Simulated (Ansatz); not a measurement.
**Cl3HOSi···NH3: density, localisation and related maps**

```yaml
atoms:
  - { symbol: Si, position_ang: [0.5759, -0.4096, -0.8599] }
  - { symbol: N, position_ang: [-0.1641, -0.6391, 2.7138] }
  - { symbol: H, position_ang: [0.0286, -1.2934, 3.4673] }
  - { symbol: H, position_ang: [-1.1727, -0.5218, 2.6649] }
  - { symbol: Cl, position_ang: [1.9026, -0.7862, -2.3560] }
  - { symbol: Cl, position_ang: [0.7271, 1.5722, -0.3207] }
  - { symbol: Cl, position_ang: [-1.3212, -0.6664, -1.5993] }
  - { symbol: O, position_ang: [0.8881, -1.3761, 0.3817] }
  - { symbol: H, position_ang: [0.4787, -1.1280, 1.2809] }
  - { symbol: H, position_ang: [0.2304, 0.2590, 2.9810] }
```

Theory: RKS PBE0-D4/6-31G* (Ansatz 0.2.0).

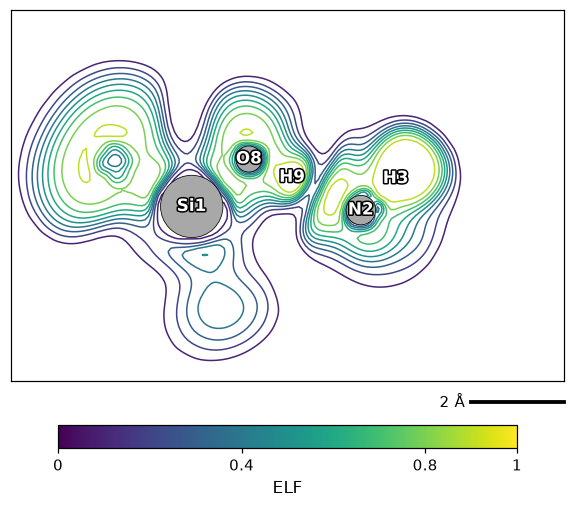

Figure 1. Electron localisation function on the plane of atoms Si1, O8 and H9. Grey discs cover the atomic cores.

**Describe what can be read from this map.**

The plane passes through Si, N, H and O nuclei. N2···H9 (1.64 Å): the ELF dips to about 0.30 between them: a closed-shell contact with the geometry of a hydrogen bond. Si–O (1.60 Å): the ELF peaks at about 0.85 between the atoms: a short, strongly polar bond. N–H (1.02 Å): the ELF climbs to about 1 towards the hydrogen, as it does in any bond to H (an ordinary covalent bond to hydrogen). O–H (1.02 Å): the ELF climbs to about 1 towards the hydrogen: an ordinary covalent bond to hydrogen. The ELF also peaks beside Cl5 and O8, away from the bonds: lone-pair regions.

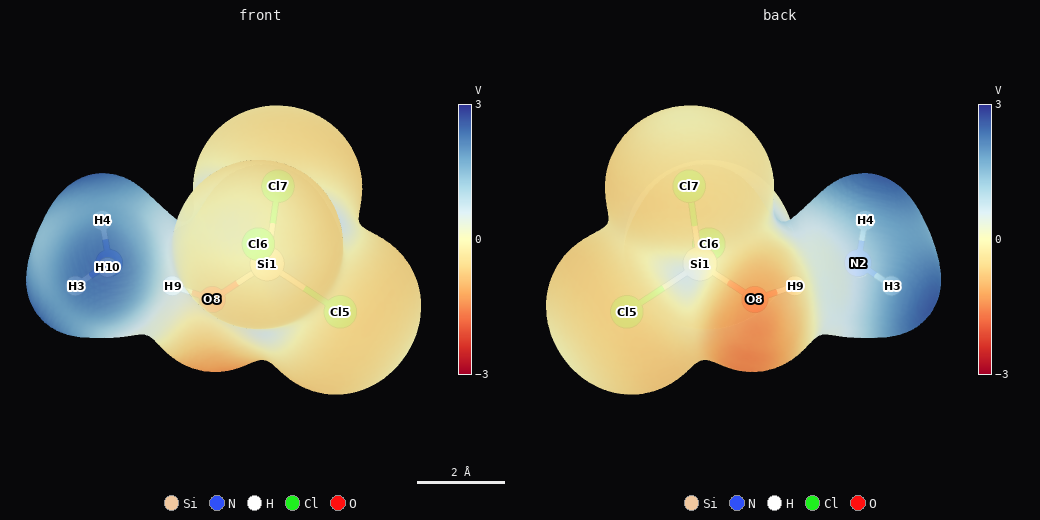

Figure 2. The molecular electrostatic potential painted on the density surface at 0.002 e/bohr³, seen from the front and from behind; red is negative and blue positive.

**Describe the electrostatic potential map.**

The most negative region (about −1.5 V) lies over O8, the most positive (about +2.5 V) over H3, H4 and H10. O8 is the likeliest acceptor of a hydrogen bond.

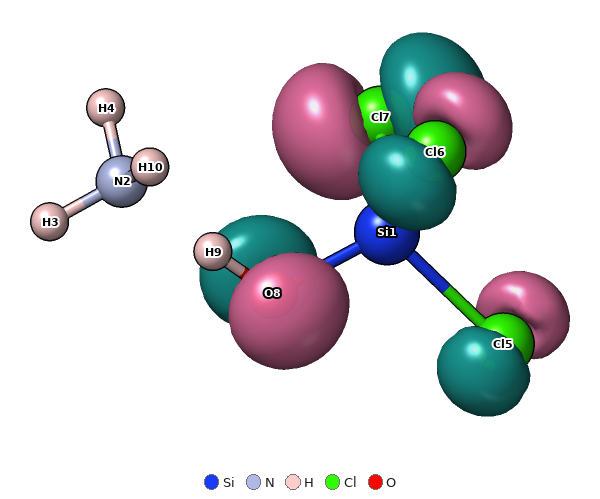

Figure 3. The HOMO at ±0.15 Å⁻³ᐟ² (teal and pink are the two phases), seen at a tilt.

**Describe this orbital and give its energy.**

By Hirshfeld shares it lies mainly on Cl7 (about 35 %), O8 (about 30 %), Cl6 (about 15 %) and Cl5 (about 10 %); largely a combination of lone pairs on Cl7, O8, Cl6 and Cl5. Its energy is −8.80 eV.

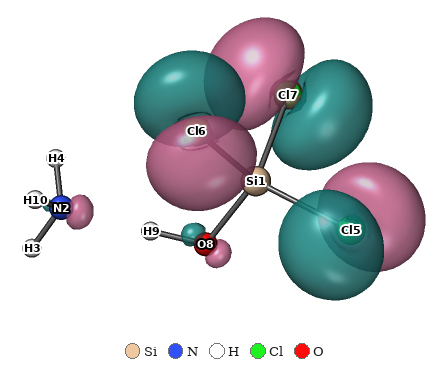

Figure 4. The HOMO−1 at ±0.1 Å⁻³ᐟ² (teal and pink are the two phases), seen at a tilt.

**What is the character of this orbital?**

It lies mainly on Cl7 (about 35 %), Cl5 (about 30 %) and Cl6 (about 30 %); largely a combination of lone pairs on Cl7, Cl5 and Cl6. Its energy is −8.88 eV.
